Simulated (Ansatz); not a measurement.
Geometry relaxation of C$_{2}$H$_{3}$FSi (part 2 of 2)

The same run, continued: C$_{2}$H$_{3}$FSi; RKS PBE0-D4/def2-TZVP (Ansatz 0.2.0). 

Geometry of the input (Å):
```
C  -1.2663  1.2135  -0.2807
Si 0.0448  0.0734  -0.0606
C  1.2181  -1.1511  0.4777
F  0.7831  -2.4790  0.4796
H  -1.4584  1.6162  -1.2649
H  -1.5664  1.8542  0.5362
H  2.2451  -1.1273  0.1128
```

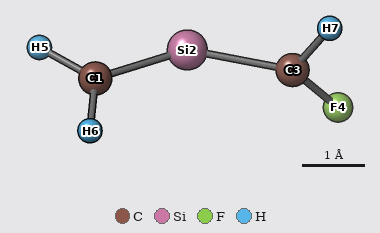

Figure 1. The geometry at step 14 of the log (ball-and-stick view, seen at a tilt; atoms are numbered from 1 in the order of the input).

Trajectory as extended XYZ, continued:
```
7
Properties=species:S:1:pos:R:3:forces:R:3 step=6 energy=-12706.99144
C    -1.1259    1.2397   -0.2926   -0.0741   0.1056   0.0505
Si    0.0209   -0.0029   -0.3579   -0.0176  -0.0368  -0.1342
C     1.1078   -1.1484    0.3584    0.1048   0.1058   0.0763
F     0.7791   -2.4283    0.5773    0.0532  -0.0690   0.0120
H    -1.5433    1.6317   -1.2130    0.0122   0.0185   0.0830
H    -1.4250    1.7055    0.6419    0.0287  -0.0528  -0.0982
H     2.1863   -0.9973    0.2859   -0.1072  -0.0713   0.0106
7
Properties=species:S:1:pos:R:3:forces:R:3 step=7 energy=-12706.99951
C    -1.1000    1.2497   -0.2970    0.0585  -0.0600  -0.0184
Si   -0.0323   -0.0598   -0.4105   -0.0684   0.0755  -0.1384
C     1.0862   -1.1351    0.3742   -0.0033  -0.1076   0.0576
F     0.8096   -2.4240    0.6093    0.0648  -0.0403   0.0138
H    -1.5078    1.6726   -1.2034   -0.1103   0.0789   0.0121
H    -1.4103    1.6551    0.6564   -0.0110   0.0718   0.0125
H     2.1546   -0.9585    0.2710    0.0697  -0.0184   0.0607
7
Properties=species:S:1:pos:R:3:forces:R:3 step=8 energy=-12707.00516
C    -1.0999    1.2459   -0.3013    0.1057  -0.1130  -0.0264
Si   -0.0278   -0.0615   -0.4405   -0.0901   0.0886  -0.0971
C     1.0823   -1.1318    0.3753   -0.0280  -0.1329   0.0612
F     0.8132   -2.4220    0.6115    0.0116  -0.0001   0.0055
H    -1.5257    1.6821   -1.1921   -0.0874   0.0688  -0.0379
H    -1.3943    1.6476    0.6576   -0.0122   0.0526   0.0661
H     2.1522   -0.9604    0.2895    0.1004   0.0361   0.0286
7
Properties=species:S:1:pos:R:3:forces:R:3 step=9 energy=-12706.99397 accepted=F
C    -1.0871    1.2352   -0.3149    0.0567   0.0221  -0.0216
Si   -0.0520   -0.0921   -0.5047    0.1650  -0.2637   0.0506
C     1.0581   -1.1377    0.3807   -0.3912   0.1832  -0.1132
F     0.8352   -2.4425    0.5588    0.0748   0.0534   0.0823
H    -1.5897    1.6694   -1.1642   -0.0049   0.1124  -0.1023
H    -1.2797    1.6637    0.6561   -0.1421  -0.0099   0.1634
H     2.1153   -0.8960    0.3881    0.2418  -0.0975  -0.0592
7
Properties=species:S:1:pos:R:3:forces:R:3 step=10 energy=-12707.00982
C    -1.0936    1.2396   -0.3106    0.0500   0.0007   0.0051
Si   -0.0442   -0.0818   -0.4961    0.0854  -0.0548  -0.0088
C     1.0713   -1.1269    0.3724    0.0488   0.0330   0.0376
F     0.8211   -2.4178    0.6093   -0.0306  -0.0382   0.0078
H    -1.5530    1.6989   -1.1747   -0.0297   0.0199  -0.0089
H    -1.3502    1.6326    0.6652   -0.0164  -0.0111   0.0157
H     2.1486   -0.9447    0.3344   -0.1075   0.0504  -0.0486
7
Properties=species:S:1:pos:R:3:forces:R:3 step=11 energy=-12707.01129
C    -1.0765    1.2339   -0.3182   -0.0348   0.0360  -0.0116
Si   -0.0413   -0.0934   -0.5423    0.0044  -0.0176   0.0198
C     1.0571   -1.1138    0.3871    0.0292  -0.1057  -0.0740
F     0.8176   -2.4054    0.6340   -0.0085   0.0597   0.0100
H    -1.5522    1.7231   -1.1579    0.0059  -0.0124  -0.0020
H    -1.3363    1.5852    0.6730    0.0141   0.0049   0.0155
H     2.1316   -0.9296    0.3245   -0.0104   0.0351   0.0422
7
Properties=species:S:1:pos:R:3:forces:R:3 step=12 energy=-12707.01224
C    -1.0744    1.2374   -0.3175   -0.0321   0.0172  -0.0132
Si   -0.0452   -0.0951   -0.5384    0.0330  -0.0587   0.0143
C     1.0582   -1.1202    0.3759   -0.0166  -0.0004   0.0106
F     0.8176   -2.4093    0.6311    0.0215   0.0493  -0.0237
H    -1.5561    1.7169   -1.1590    0.0084   0.0056  -0.0039
H    -1.3314    1.5924    0.6729    0.0068   0.0056   0.0166
H     2.1313   -0.9220    0.3350   -0.0210  -0.0186  -0.0008
7
Properties=species:S:1:pos:R:3:forces:R:3 step=13 energy=-12707.01241
C    -1.0785    1.2342   -0.3175    0.0086   0.0192  -0.0112
Si   -0.0489   -0.0992   -0.5368    0.0064  -0.0121   0.0053
C     1.0569   -1.1202    0.3779   -0.0017  -0.0026  -0.0052
F     0.8217   -2.4109    0.6264    0.0132   0.0133   0.0013
H    -1.5538    1.7183   -1.1601   -0.0010  -0.0040   0.0016
H    -1.3266    1.5968    0.6727   -0.0076  -0.0052   0.0089
H     2.1293   -0.9190    0.3374   -0.0180  -0.0086  -0.0008
7
Properties=species:S:1:pos:R:3:forces:R:3 step=14 energy=-12707.01247
C    -1.0766    1.2355   -0.3179    0.0031   0.0085  -0.0074
Si   -0.0486   -0.0993   -0.5380   -0.0026  -0.0079   0.0051
C     1.0564   -1.1200    0.3780    0.0027  -0.0010  -0.0044
F     0.8219   -2.4104    0.6276    0.0062   0.0078  -0.0003
H    -1.5545    1.7186   -1.1597    0.0034  -0.0017   0.0016
H    -1.3272    1.5948    0.6730   -0.0028  -0.0028   0.0046
H     2.1287   -0.9193    0.3369   -0.0099  -0.0029   0.0009
7
Properties=species:S:1:pos:R:3:forces:R:3 step=15 energy=-12707.01251
C    -1.0753    1.2363   -0.3182    0.0036   0.0019  -0.0014
Si   -0.0502   -0.1009   -0.5393   -0.0087  -0.0025   0.0033
C     1.0555   -1.1201    0.3776    0.0031   0.0062  -0.0001
F     0.8234   -2.4101    0.6290   -0.0001  -0.0044  -0.0015
H    -1.5537    1.7200   -1.1594    0.0036  -0.0014   0.0023
H    -1.3270    1.5928    0.6736   -0.0001  -0.0016  -0.0026
H     2.1273   -0.9180    0.3368   -0.0013   0.0018   0.0001
7
Properties=species:S:1:pos:R:3:forces:R:3 step=16 energy=-12707.01258
C    -1.0733    1.2397   -0.3184    0.0100  -0.0050   0.0031
Si   -0.0593   -0.1077   -0.5335   -0.0040   0.0021   0.0009
C     1.0548   -1.1223    0.3776   -0.0125  -0.0124   0.0067
F     0.8313   -2.4148    0.6283   -0.0002   0.0177  -0.0099
H    -1.5482    1.7237   -1.1616    0.0033  -0.0102   0.0083
H    -1.3304    1.5950    0.6727    0.0029   0.0006  -0.0084
H     2.1251   -0.9137    0.3348    0.0005   0.0072  -0.0007
7
Properties=species:S:1:pos:R:3:forces:R:3 step=17 energy=-12707.01263
C    -1.0706    1.2415   -0.3187    0.0087  -0.0125   0.0107
Si   -0.0634   -0.1112   -0.5323   -0.0144   0.0091  -0.0063
C     1.0530   -1.1231    0.3780   -0.0016  -0.0067   0.0057
F     0.8350   -2.4168    0.6256   -0.0058   0.0040  -0.0033
H    -1.5481    1.7229   -1.1619    0.0054  -0.0039   0.0065
H    -1.3282    1.5964    0.6725    0.0008   0.0011  -0.0126
H     2.1223   -0.9098    0.3367    0.0069   0.0088  -0.0007
7
Properties=species:S:1:pos:R:3:forces:R:3 step=18 energy=-12707.01266
C    -1.0691    1.2422   -0.3186    0.0071  -0.0103   0.0126
Si   -0.0667   -0.1141   -0.5315   -0.0134   0.0076  -0.0110
C     1.0519   -1.1236    0.3779    0.0031  -0.0024   0.0072
F     0.8373   -2.4179    0.6242   -0.0045  -0.0029  -0.0006
H    -1.5468    1.7228   -1.1619    0.0023   0.0004   0.0022
H    -1.3271    1.5972    0.6723   -0.0013   0.0022  -0.0097
H     2.1205   -0.9066    0.3376    0.0066   0.0054  -0.0008
7
Properties=species:S:1:pos:R:3:forces:R:3 step=19 energy=-12707.01269
C    -1.0652    1.2422   -0.3192    0.0000  -0.0025   0.0039
Si   -0.0729   -0.1215   -0.5367   -0.0167   0.0214  -0.0023
C     1.0494   -1.1229    0.3792   -0.0092  -0.0115  -0.0051
F     0.8409   -2.4182    0.6257    0.0037   0.0049   0.0010
H    -1.5444    1.7272   -1.1595    0.0079  -0.0115   0.0011
H    -1.3249    1.5941    0.6724    0.0056  -0.0027  -0.0036
H     2.1170   -0.9008    0.3382    0.0086   0.0018   0.0051
7
Properties=species:S:1:pos:R:3:forces:R:3 step=20 energy=-12707.01272
C    -1.0647    1.2425   -0.3190    0.0008   0.0015   0.0065
Si   -0.0756   -0.1231   -0.5360   -0.0043   0.0053  -0.0044
C     1.0485   -1.1238    0.3779   -0.0064   0.0016   0.0045
F     0.8428   -2.4194    0.6242    0.0031   0.0001  -0.0009
H    -1.5437    1.7262   -1.1598    0.0025  -0.0041  -0.0022
H    -1.3230    1.5957    0.6724    0.0005  -0.0017  -0.0020
H     2.1156   -0.8981    0.3403    0.0038  -0.0026  -0.0014
7
Properties=species:S:1:pos:R:3:forces:R:3 step=21 energy=-12707.01272
C    -1.0642    1.2429   -0.3188   -0.0034   0.0020   0.0063
Si   -0.0756   -0.1227   -0.5356   -0.0009  -0.0007  -0.0054
C     1.0484   -1.1237    0.3782    0.0010   0.0023   0.0013
F     0.8427   -2.4193    0.6240    0.0011  -0.0037   0.0009
H    -1.5434    1.7255   -1.1601    0.0006   0.0004  -0.0034
H    -1.3236    1.5956    0.6725    0.0002   0.0011  -0.0003
H     2.1156   -0.8984    0.3397    0.0014  -0.0013   0.0005
7
Properties=species:S:1:pos:R:3:forces:R:3 step=22 energy=-12707.01272
C    -1.0648    1.2425   -0.3187   -0.0002   0.0034   0.0044
Si   -0.0757   -0.1228   -0.5359    0.0000  -0.0005  -0.0034
C     1.0483   -1.1235    0.3785    0.0017  -0.0001  -0.0013
F     0.8430   -2.4193    0.6238    0.0000  -0.0027   0.0019
H    -1.5431    1.7257   -1.1601   -0.0006  -0.0005  -0.0018
H    -1.3232    1.5959    0.6726   -0.0011   0.0002  -0.0004
H     2.1156   -0.8984    0.3398    0.0002   0.0002   0.0006
```

Summary:

```json
{"quantity": "outcome", "value": "converged"}
{"quantity": "total energy", "value": "−12707.0127 eV"}
{"quantity": "mean-field energy", "value": "−12706.9088 eV"}
{"quantity": "dispersion energy", "value": "−0.1040 eV"}
{"quantity": "SCF solution under orbital rotations", "value": "stable"}
{"quantity": "largest force (length of the vector) at the end", "value": "0.006 eV/Å"}
{"quantity": "dipole moment", "value": "0.82 D"}
{"quantity": "wall time", "value": "46 s (CPU time 87 s)"}
{"quantity": "peak memory", "value": "0.26 GiB"}
```
